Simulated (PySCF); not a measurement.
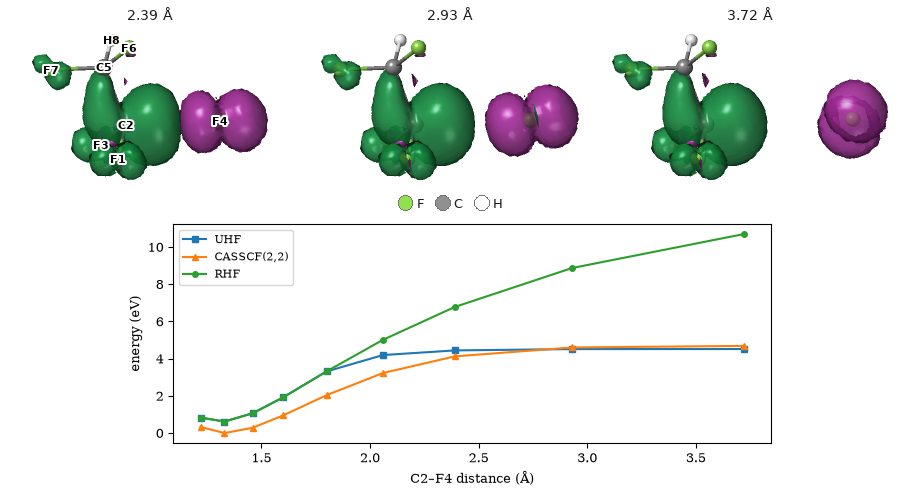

*C₂HF₅, SMILES `FC(F)(F)C(F)F`. Rigid stretch of the C2–F4 bond. Broken-symmetry UHF spin density at ±0.03 e/Å³ (green: α, purple: β). Below: energies along the scan, from the lowest point of the three curves.*

Computed with PySCF, def2-SVP basis, geometry: GFN2-xTB. No frequency check shows the geometry to be a minimum.

**How does the broken-symmetry solution share the spin, and how far is it from a pure singlet?**

At 3.72 Å excess α spin lies mostly on C2 and excess β on F4; the two could be swapped at no cost. ⟨S²⟩ is 0.92 at 2.39 Å, 1.00 at 2.93 Å and 1.01 at 3.72 Å, against 0 for a pure singlet and 1 for an equal mix of singlet and triplet.

**Where does the UHF solution part from RHF?**

Between 1.60 Å (⟨S²⟩ = 0, the two coincide) and 1.80 Å (⟨S²⟩ = 0.07); at 3.72 Å ⟨S²⟩ is 1.01 and UHF lies 6.2 eV below RHF.

**How much energy does the stretch cost?**

By CASSCF, 4.7 eV from the lowest point of the scan (1.33 Å) to 3.72 Å; RHF gives 10.1 eV from its own lowest point. The fragments aren't relaxed and dynamic correlation is missing, so this isn't a bond dissociation energy.
